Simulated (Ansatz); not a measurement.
**P2H2 (triplet): wB97M-V, B2PLYP over vertical spin and charge gaps, def2-QZVPP**

Aim: run P2H2 (triplet) with these functionals over vertical spin and charge gaps, and hold them against the top wave-function level at the same points.

Method: def2-QZVPP, all electrons in the functionals, frozen cores in the correlation of double hybrids and RPA; program: Ansatz 0.2.0, Gaussian basis.

To be run: wB97M-V, B2PLYP, at charge 0, triplet; charge 0, singlet; charge 0, quintet; charge 1, doublet; charge 1, quartet.

5 further runs of the same task are left out: 1 that didn't finish, 4 set aside as unsound or not needed.

### 1 The system

The geometry is a PBE0/def2-TZVP stationary point (not a proven minimum).

4 atoms, charge 0, spin multiplicity 3.

Atoms are counted from 1 here; the program's logs count them from 0.

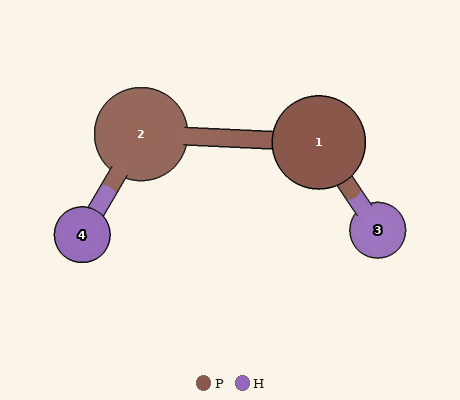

The geometry (phosphorus brown, hydrogen purple); atoms are numbered from 1 in the order of the file.

No dispersion term is added; wB97M-V holds VV10 nonlocal correlation.

The geometry shown and the zero of energy belong to the point charge 0, triplet. The yardstick, UCCSD(T), and other wave-function levels (R restricted, U unrestricted, valence and pair active spaces) come from earlier runs.

### 2 wB97M-V, charge 0, triplet

File in.yaml:

```yaml
crystal:
  periodic: [false, false, false]
  atoms:
    - {symbol: P, position_ang: [-0.031349, -0.073548, 1.077042]}
    - {symbol: P, position_ang: [-0.031350, 0.073548, -1.077042]}
    - {symbol: H, position_ang: [0.963360, 0.931093, 1.276164]}
    - {symbol: H, position_ang: [0.963376, -0.931077, -1.276164]}
basis:
  gaussian: {orbitals: "def2-QZVPP.json"}
magnetization: {spin_polarized: true, initial_magnetization: 2}
hamiltonian: {xc: {name: wB97M-V}}
output: {orbitals: {seedname: orbitals}}
```

Started as:

```sh
ansatz run in.yaml --threads 1 --pin off --events-out ev --progress --plain --max-ram 2393MiB
```

What it wrote, cut to the lines that bear on the results:

```text
Functional definition: wB97M-V
  name "wB97M-V"
  cite "Mardirossian & Head-Gordon, J. Chem. Phys. 144, 214110 (2016) doi:10.1063/1.4952647"
  cite "Becke, J. Chem. Phys. 107, 8554 (1997) doi:10.1063/1.475007"
  cite "Vydrov & Van Voorhis, J. Chem. Phys. 133, 244103 (2010) doi:10.1063/1.3521275"
  # Of w^i u^j: cxij and so on, Table III.
[...]
  gx(w, u) = 1 - cx + cx01*u + cx10*w
  gss(w, u) = css00 + css04*u^4 + css10*w + css20*w^2 + css43*w^4*u^3
  gos(w, u) = cos00 + cos10*w + (cos20 + cos21*u)*w^2 + (cos60 + cos61*u)*w^6
[...]
      + integral(e_c_pw_mod_opposite_spin*gos(b97_w_opposite, b97_u_opposite)) + vv10(b, c)
816 factors; their error is unknown
178 factors; integrals over basis functions are off by at most 1.2e-5 eV
[...]
mean field -18607.74709174 eV, -683.8220928376 hartree, gradient 7.3e-5 eV, S^2 2.005387; 0 other end points of the search recorded, 0 dependent functions left out
reference -18607.74713272 eV, -683.8220943435 hartree; 17, 15 occupied and 183, 185 virtual orbitals, 816 factors
Total energy: -18607.74713272 eV, -683.8220943435 hartree
```

Run time: 22 s. Hardware: 1 thread of Arm Neoverse V2, shared host; peak memory 0.53 GiB.

From the report: ⟨S²⟩ of the determinant 2.005 (pure triplet: 2.00).

### 3 wB97M-V, charge 0, singlet

Changes to in.yaml since step 2:

```diff
@@ -9,3 +9,3 @@
   gaussian: {orbitals: "def2-QZVPP.json"}
-magnetization: {spin_polarized: true, initial_magnetization: 2}
+magnetization: {spin_polarized: true, initial_magnetization: 0}
 hamiltonian: {xc: {name: wB97M-V}}
```

Launched as before.

What it wrote, cut to the lines that bear on the results:

```text
Functional definition: wB97M-V
  name "wB97M-V"
  cite "Mardirossian & Head-Gordon, J. Chem. Phys. 144, 214110 (2016) doi:10.1063/1.4952647"
  cite "Becke, J. Chem. Phys. 107, 8554 (1997) doi:10.1063/1.475007"
  cite "Vydrov & Van Voorhis, J. Chem. Phys. 133, 244103 (2010) doi:10.1063/1.3521275"
  # Of w^i u^j: cxij and so on, Table III.
[...]
  gx(w, u) = 1 - cx + cx01*u + cx10*w
  gss(w, u) = css00 + css04*u^4 + css10*w + css20*w^2 + css43*w^4*u^3
  gos(w, u) = cos00 + cos10*w + (cos20 + cos21*u)*w^2 + (cos60 + cos61*u)*w^6
[...]
      + integral(e_c_pw_mod_opposite_spin*gos(b97_w_opposite, b97_u_opposite)) + vv10(b, c)
816 factors; their error is unknown
178 factors; integrals over basis functions are off by at most 1.2e-5 eV
[...]
mean field -18607.69874519 eV, -683.8203161344 hartree, gradient 1.8e-5 eV, S^2 1.008221; 5 other end points of the search recorded, 0 dependent functions left out
reference -18607.69878619 eV, -683.8203176413 hartree; 16, 16 occupied and 184, 184 virtual orbitals, 816 factors
Total energy: -18607.69878619 eV, -683.8203176413 hartree
```

Wall time 67 s (1 thread of Arm Neoverse V2, shared host); peak memory 0.59 GiB.

From the report: ⟨S²⟩ of the determinant 1.008 (pure singlet: 0.00). The determinant is far from a pure spin state, so its energy mixes those of several spin states (harmless only where they are near-degenerate, as at dissociation).

From charge 0, triplet: +0.048 eV.

### 4 wB97M-V, charge 0, quintet

Changes to in.yaml since step 3:

```diff
@@ -9,3 +9,3 @@
   gaussian: {orbitals: "def2-QZVPP.json"}
-magnetization: {spin_polarized: true, initial_magnetization: 0}
+magnetization: {spin_polarized: true, initial_magnetization: 4}
 hamiltonian: {xc: {name: wB97M-V}}
```

Launched as before.

What it wrote, cut to the lines that bear on the results:

```text
Functional definition: wB97M-V
  name "wB97M-V"
  cite "Mardirossian & Head-Gordon, J. Chem. Phys. 144, 214110 (2016) doi:10.1063/1.4952647"
  cite "Becke, J. Chem. Phys. 107, 8554 (1997) doi:10.1063/1.475007"
  cite "Vydrov & Van Voorhis, J. Chem. Phys. 133, 244103 (2010) doi:10.1063/1.3521275"
  # Of w^i u^j: cxij and so on, Table III.
[...]
  gx(w, u) = 1 - cx + cx01*u + cx10*w
  gss(w, u) = css00 + css04*u^4 + css10*w + css20*w^2 + css43*w^4*u^3
  gos(w, u) = cos00 + cos10*w + (cos20 + cos21*u)*w^2 + (cos60 + cos61*u)*w^6
[...]
      + integral(e_c_pw_mod_opposite_spin*gos(b97_w_opposite, b97_u_opposite)) + vv10(b, c)
816 factors; their error is unknown
178 factors; integrals over basis functions are off by at most 1.2e-5 eV
[...]
mean field -18602.38615905 eV, -683.6250821950 hartree, gradient 2.2e-5 eV, S^2 6.006129; 3 other end points of the search recorded, 0 dependent functions left out
reference -18602.38619716 eV, -683.6250835954 hartree; 18, 14 occupied and 182, 186 virtual orbitals, 816 factors
Total energy: -18602.38619716 eV, -683.6250835954 hartree
```

Run time: 63 s. Hardware: 1 thread of Arm Neoverse V2, shared host; peak memory 0.69 GiB.

From the report: ⟨S²⟩ of the determinant 6.006 (pure quintet: 6.00).

From charge 0, triplet: +5.361 eV.

### 5 wB97M-V, charge 1, doublet

Changes to in.yaml since step 4:

```diff
@@ -9,3 +9,4 @@
   gaussian: {orbitals: "def2-QZVPP.json"}
-magnetization: {spin_polarized: true, initial_magnetization: 4}
+total_charge: 1
+magnetization: {spin_polarized: true, initial_magnetization: 1}
 hamiltonian: {xc: {name: wB97M-V}}
```

Same command.

What it wrote, cut to the lines that bear on the results:

```text
Functional definition: wB97M-V
  name "wB97M-V"
  cite "Mardirossian & Head-Gordon, J. Chem. Phys. 144, 214110 (2016) doi:10.1063/1.4952647"
  cite "Becke, J. Chem. Phys. 107, 8554 (1997) doi:10.1063/1.475007"
  cite "Vydrov & Van Voorhis, J. Chem. Phys. 133, 244103 (2010) doi:10.1063/1.3521275"
  # Of w^i u^j: cxij and so on, Table III.
[...]
  gx(w, u) = 1 - cx + cx01*u + cx10*w
  gss(w, u) = css00 + css04*u^4 + css10*w + css20*w^2 + css43*w^4*u^3
  gos(w, u) = cos00 + cos10*w + (cos20 + cos21*u)*w^2 + (cos60 + cos61*u)*w^6
[...]
      + integral(e_c_pw_mod_opposite_spin*gos(b97_w_opposite, b97_u_opposite)) + vv10(b, c)
816 factors; their error is unknown
178 factors; integrals over basis functions are off by at most 1.2e-5 eV
[...]
mean field -18598.83051728 eV, -683.4944147699 hartree, gradient 5.9e-6 eV, S^2 0.839279; 3 other end points of the search recorded, 0 dependent functions left out
reference -18598.83056079 eV, -683.4944163689 hartree; 16, 15 occupied and 184, 185 virtual orbitals, 816 factors
Total energy: -18598.83056079 eV, -683.4944163689 hartree
```

Wall time 1.8 min (1 thread of Arm Neoverse V2, shared host); peak memory 0.69 GiB.

From the report: ⟨S²⟩ of the determinant 0.839 (pure doublet: 0.75).

From charge 0, triplet: +8.917 eV.

### 6 wB97M-V, charge 1, quartet

Changes to in.yaml since step 5:

```diff
@@ -10,3 +10,3 @@
 total_charge: 1
-magnetization: {spin_polarized: true, initial_magnetization: 1}
+magnetization: {spin_polarized: true, initial_magnetization: 3}
 hamiltonian: {xc: {name: wB97M-V}}
```

Same command.

What it wrote, cut to the lines that bear on the results:

```text
Functional definition: wB97M-V
  name "wB97M-V"
  cite "Mardirossian & Head-Gordon, J. Chem. Phys. 144, 214110 (2016) doi:10.1063/1.4952647"
  cite "Becke, J. Chem. Phys. 107, 8554 (1997) doi:10.1063/1.475007"
  cite "Vydrov & Van Voorhis, J. Chem. Phys. 133, 244103 (2010) doi:10.1063/1.3521275"
  # Of w^i u^j: cxij and so on, Table III.
[...]
  gx(w, u) = 1 - cx + cx01*u + cx10*w
  gss(w, u) = css00 + css04*u^4 + css10*w + css20*w^2 + css43*w^4*u^3
  gos(w, u) = cos00 + cos10*w + (cos20 + cos21*u)*w^2 + (cos60 + cos61*u)*w^6
[...]
      + integral(e_c_pw_mod_opposite_spin*gos(b97_w_opposite, b97_u_opposite)) + vv10(b, c)
816 factors; their error is unknown
178 factors; integrals over basis functions are off by at most 1.2e-5 eV
[...]
mean field -18597.84599565 eV, -683.4582342674 hartree, gradient 6.6e-5 eV, S^2 3.760952; 1 other end points of the search recorded, 0 dependent functions left out
reference -18597.84603894 eV, -683.4582358582 hartree; 17, 14 occupied and 183, 186 virtual orbitals, 816 factors
Total energy: -18597.84603894 eV, -683.4582358582 hartree
```

Wall time 26 s (1 thread of Arm Neoverse V2, shared host); peak memory 0.53 GiB.

From the report: ⟨S²⟩ of the determinant 3.761 (pure quartet: 3.75).

From charge 0, triplet: +9.901 eV.

### 7 B2PLYP, charge 0, triplet

Changes to in.yaml since step 6:

```diff
@@ -9,5 +9,4 @@
   gaussian: {orbitals: "def2-QZVPP.json"}
-total_charge: 1
-magnetization: {spin_polarized: true, initial_magnetization: 3}
-hamiltonian: {xc: {name: wB97M-V}}
-output: {orbitals: {seedname: orbitals}}
+magnetization: {spin_polarized: true, initial_magnetization: 2}
+hamiltonian: {xc: {name: B2PLYP}}
+correlation: {electrons: outside_noble_gas}
```

The command is unchanged.

What it wrote, cut to the lines that bear on the results:

```text
Functional definition: B2PLYP
  name "B2PLYP"
  cite "Grimme, J. Chem. Phys. 124, 034108 (2006) doi:10.1063/1.2148954"
  cite "Becke, Phys. Rev. A 38, 3098 (1988) doi:10.1103/PhysRevA.38.3098"
  cite "Lee, Yang & Parr, Phys. Rev. B 37, 785 (1988) doi:10.1103/PhysRevB.37.785"
[...]
1181 factors; integrals over basis functions are off by at most 6.1e-4 eV
[...]
mean field -18599.98016693 eV, -683.5366636154 hartree, gradient 5.8e-6 eV, S^2 2.018143; 0 other end points of the search recorded, 0 dependent functions left out
10 core orbitals not correlated: weight in the atoms' cores, before any rotation towards them, 1.000 or more for the frozen orbitals, at most 0.000 for the correlated occupied ones
reference -18599.98030545 eV, -683.5366687059 hartree; 7, 5 occupied and 183, 185 virtual orbitals, 1181 factors
second order -9.52748066 eV of doubles, -0.00000000 eV of singles
Total energy: -18602.55272523 eV, -683.6312033891 hartree
```

Wall time 13 s (1 thread of Arm Neoverse V2, shared host); peak memory 0.46 GiB.

From the report: ⟨S²⟩ of the determinant 2.018 (pure triplet: 2.00).

### 8 B2PLYP, charge 0, singlet

Changes to in.yaml since step 7:

```diff
@@ -9,3 +9,3 @@
   gaussian: {orbitals: "def2-QZVPP.json"}
-magnetization: {spin_polarized: true, initial_magnetization: 2}
+magnetization: {spin_polarized: true, initial_magnetization: 0}
 hamiltonian: {xc: {name: B2PLYP}}
```

The command is unchanged.

What it wrote, cut to the lines that bear on the results:

```text
Functional definition: B2PLYP
  name "B2PLYP"
  cite "Grimme, J. Chem. Phys. 124, 034108 (2006) doi:10.1063/1.2148954"
  cite "Becke, Phys. Rev. A 38, 3098 (1988) doi:10.1103/PhysRevA.38.3098"
  cite "Lee, Yang & Parr, Phys. Rev. B 37, 785 (1988) doi:10.1103/PhysRevB.37.785"
[...]
1181 factors; integrals over basis functions are off by at most 6.1e-4 eV
[...]
mean field -18599.94790540 eV, -683.5354780258 hartree, gradient 3.6e-6 eV, S^2 1.021767; 4 other end points of the search recorded, 0 dependent functions left out
10 core orbitals not correlated: weight in the atoms' cores, before any rotation towards them, 1.000 or more for the frozen orbitals, at most 0.000 for the correlated occupied ones
reference -18599.94804390 eV, -683.5354831158 hartree; 6, 6 occupied and 184, 184 virtual orbitals, 1181 factors
second order -9.46682634 eV of doubles, -0.00000000 eV of singles
Total energy: -18602.50408701 eV, -683.6294159676 hartree
```

Run time: 33 s. Hardware: 1 thread of Arm Neoverse V2, shared host; peak memory 0.49 GiB.

From the report: ⟨S²⟩ of the determinant 1.022 (pure singlet: 0.00). The determinant is far from a pure spin state, so its energy mixes those of several spin states (harmless only where they are near-degenerate, as at dissociation).

From charge 0, triplet: +0.049 eV.

### 9 B2PLYP, charge 0, quintet

Changes to in.yaml since step 8:

```diff
@@ -9,3 +9,3 @@
   gaussian: {orbitals: "def2-QZVPP.json"}
-magnetization: {spin_polarized: true, initial_magnetization: 0}
+magnetization: {spin_polarized: true, initial_magnetization: 4}
 hamiltonian: {xc: {name: B2PLYP}}
```

The command is unchanged.

What it wrote, cut to the lines that bear on the results:

```text
Functional definition: B2PLYP
  name "B2PLYP"
  cite "Grimme, J. Chem. Phys. 124, 034108 (2006) doi:10.1063/1.2148954"
  cite "Becke, Phys. Rev. A 38, 3098 (1988) doi:10.1103/PhysRevA.38.3098"
  cite "Lee, Yang & Parr, Phys. Rev. B 37, 785 (1988) doi:10.1103/PhysRevB.37.785"
[...]
1181 factors; integrals over basis functions are off by at most 6.1e-4 eV
[...]
mean field -18594.80603586 eV, -683.3465178057 hartree, gradient 2.1e-6 eV, S^2 6.014544; 4 other end points of the search recorded, 0 dependent functions left out
10 core orbitals not correlated: weight in the atoms' cores, before any rotation towards them, 1.000 or more for the frozen orbitals, at most 0.000 for the correlated occupied ones
reference -18594.80616809 eV, -683.3465226649 hartree; 8, 4 occupied and 182, 186 virtual orbitals, 1181 factors
second order -9.23158248 eV of doubles, -0.00000000 eV of singles
Total energy: -18597.29869536 eV, -683.4381213525 hartree
```

Run time: 24 s. Hardware: 1 thread of Arm Neoverse V2, shared host; peak memory 0.47 GiB.

From the report: ⟨S²⟩ of the determinant 6.015 (pure quintet: 6.00).

From charge 0, triplet: +5.254 eV.

### 10 B2PLYP, charge 1, doublet

Changes to in.yaml since step 9:

```diff
@@ -9,3 +9,4 @@
   gaussian: {orbitals: "def2-QZVPP.json"}
-magnetization: {spin_polarized: true, initial_magnetization: 4}
+total_charge: 1
+magnetization: {spin_polarized: true, initial_magnetization: 1}
 hamiltonian: {xc: {name: B2PLYP}}
```

The command is unchanged.

What it wrote, cut to the lines that bear on the results:

```text
Functional definition: B2PLYP
  name "B2PLYP"
  cite "Grimme, J. Chem. Phys. 124, 034108 (2006) doi:10.1063/1.2148954"
  cite "Becke, Phys. Rev. A 38, 3098 (1988) doi:10.1103/PhysRevA.38.3098"
  cite "Lee, Yang & Parr, Phys. Rev. B 37, 785 (1988) doi:10.1103/PhysRevB.37.785"
[...]
1181 factors; integrals over basis functions are off by at most 6.1e-4 eV
[...]
mean field -18591.13449052 eV, -683.2115910029 hartree, gradient 2.9e-6 eV, S^2 1.084084; 10 other end points of the search recorded, 0 dependent functions left out
10 core orbitals not correlated: weight in the atoms' cores, before any rotation towards them, 1.000 or more for the frozen orbitals, at most 0.000 for the correlated occupied ones
reference -18591.13462723 eV, -683.2115960270 hartree; 6, 5 occupied and 184, 185 virtual orbitals, 1181 factors
second order -8.96112610 eV of doubles, -0.00000000 eV of singles
Total energy: -18593.55413127 eV, -683.3005111607 hartree
```

Wall time 64 s (1 thread of Arm Neoverse V2, shared host); peak memory 0.56 GiB.

From the report: ⟨S²⟩ of the determinant 1.084 (pure doublet: 0.75).

From charge 0, triplet: +8.999 eV.

### 11 B2PLYP, charge 1, quartet

Changes to in.yaml since step 10:

```diff
@@ -10,3 +10,3 @@
 total_charge: 1
-magnetization: {spin_polarized: true, initial_magnetization: 1}
+magnetization: {spin_polarized: true, initial_magnetization: 3}
 hamiltonian: {xc: {name: B2PLYP}}
```

The command is unchanged.

What it wrote, cut to the lines that bear on the results:

```text
Functional definition: B2PLYP
  name "B2PLYP"
  cite "Grimme, J. Chem. Phys. 124, 034108 (2006) doi:10.1063/1.2148954"
  cite "Becke, Phys. Rev. A 38, 3098 (1988) doi:10.1103/PhysRevA.38.3098"
  cite "Lee, Yang & Parr, Phys. Rev. B 37, 785 (1988) doi:10.1103/PhysRevB.37.785"
[...]
1181 factors; integrals over basis functions are off by at most 6.1e-4 eV
[...]
mean field -18590.46385599 eV, -683.1869456387 hartree, gradient 4.5e-6 eV, S^2 3.775469; 2 other end points of the search recorded, 0 dependent functions left out
10 core orbitals not correlated: weight in the atoms' cores, before any rotation towards them, 1.000 or more for the frozen orbitals, at most 0.000 for the correlated occupied ones
reference -18590.46399409 eV, -683.1869507136 hartree; 7, 4 occupied and 183, 186 virtual orbitals, 1181 factors
second order -8.32651307 eV of doubles, -0.00000000 eV of singles
Total energy: -18592.71215261 eV, -683.2695690156 hartree
```

Run time: 16 s. Hardware: 1 thread of Arm Neoverse V2, shared host; peak memory 0.46 GiB.

From the report: ⟨S²⟩ of the determinant 3.775 (pure quartet: 3.75).

From charge 0, triplet: +9.841 eV.

### 12 The comparison

No level is safe as a reference over these points; UCCSD(T) serves as a yardstick only. It comes from earlier runs at the same points. Energies in eV, counted from charge 0, triplet; blanks weren't run or aren't comparable.

```tsv
level	triplet to singlet	triplet to quintet	ionisation to the doublet cation	ionisation to the quartet cation
UCCSD(T)		5.213		9.897
wB97M-V	0.048	5.361	8.917	9.901
B2PLYP	0.049	5.254	8.999	9.841
```

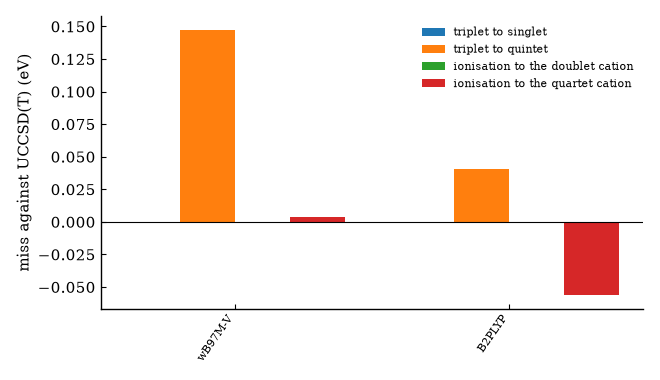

Misses of the gaps against UCCSD(T).

Largest miss and mean time a point (UCCSD(T) took 31 s a point; shared hosts):

```tsv
level	largest miss (eV)	where	time a point
wB97M-V	+0.147	triplet to quintet	57 s
B2PLYP	-0.056	ionisation to the quartet cation	30 s
```

### 13 Summary of results

| quantity | value |
| --- | --- |
| triplet to quintet, UCCSD(T) | 5.213 eV |
| ionisation to the quartet cation, UCCSD(T) | 9.897 eV |
| largest miss, wB97M-V | +0.147 eV (triplet to quintet) |
| largest miss, B2PLYP | -0.056 eV (ionisation to the quartet cation) |

Misses are known at 2 of 4 points at best, and only functionals with that many are ranked. Of the functionals, B2PLYP keep the smallest largest miss at the points compared (at most 0.056 eV) and wB97M-V strays most (0.147 eV, at triplet to quintet). wB97M-V, B2PLYP clearly break the spin symmetry at some points (⟨S²⟩ up to 1.02 above the pure value), so energy there is bought with a mixed spin. Functionals and the yardstick converge differently with the basis, so part of each miss in def2-QZVPP is the basis. The yardstick itself may be off where one determinant is a poor start.
